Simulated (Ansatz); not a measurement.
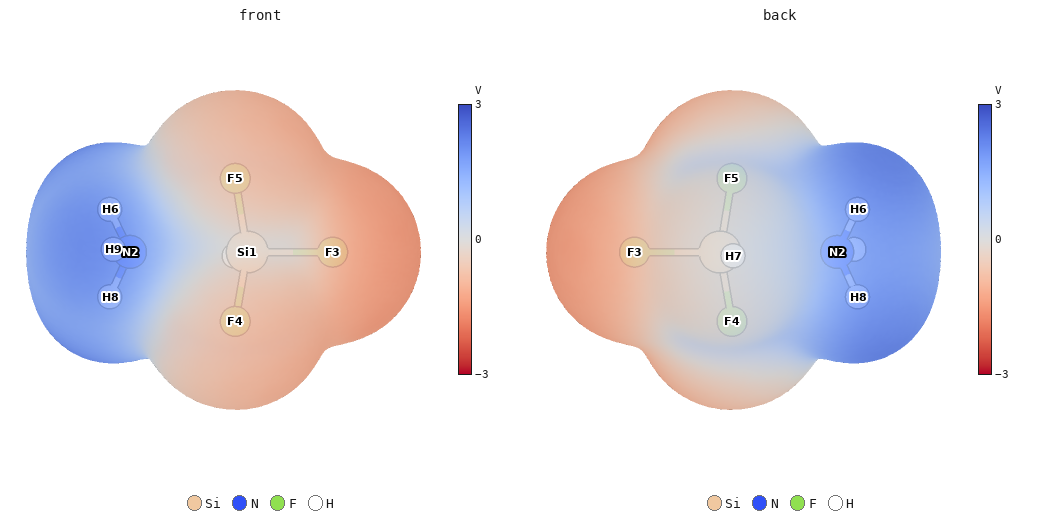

F3HSi···NH3. The molecular electrostatic potential painted on the density surface at 0.001 e/bohr³, seen from the front and from behind; red is negative and blue positive.

The product side of a reaction path; geometry: PBE0-D4/def2-TZVP.

Computed with RKS PBE0-D4/def2-TZVPP (Ansatz 0.2.0).

The calculation's input:

```
crystal:
  periodic: [false, false, false]
  atoms:
    - {symbol: Si, position_ang: [-0.561134, -0.745419, -0.359001]}
    - {symbol: N, position_ang: [0.714416, 0.858324, 0.455281]}
    - {symbol: F, position_ang: [-1.497765, -1.906330, -0.957143]}
    - {symbol: F, position_ang: [-0.234629, 0.023957, -1.722534]}
    - {symbol: F, position_ang: [-1.641718, -0.022801, 0.572566]}
    - {symbol: H, position_ang: [0.789563, 0.796462, 1.464606]}
    - {symbol: H, position_ang: [0.473658, -1.589703, 0.258575]}
    - {symbol: H, position_ang: [1.648326, 0.825786, 0.061597]}
    - {symbol: H, position_ang: [0.309184, 1.759723, 0.226054]}
basis:
  gaussian: {orbitals: def2-TZVPP}
hamiltonian: {xc: pbe0, dispersion: d4}
output: {orbitals: {seedname: orbitals}}
```

Launched as:

```sh
ansatz run in.yaml --threads 4 --pin off --events-out ev --progress --plain --max-ram 9574MiB
```

> Where is the surface potential most negative and most positive?

The most negative region (about −1.5 V) lies over F3, the most positive (about +2.2 V) over H6 and H8.
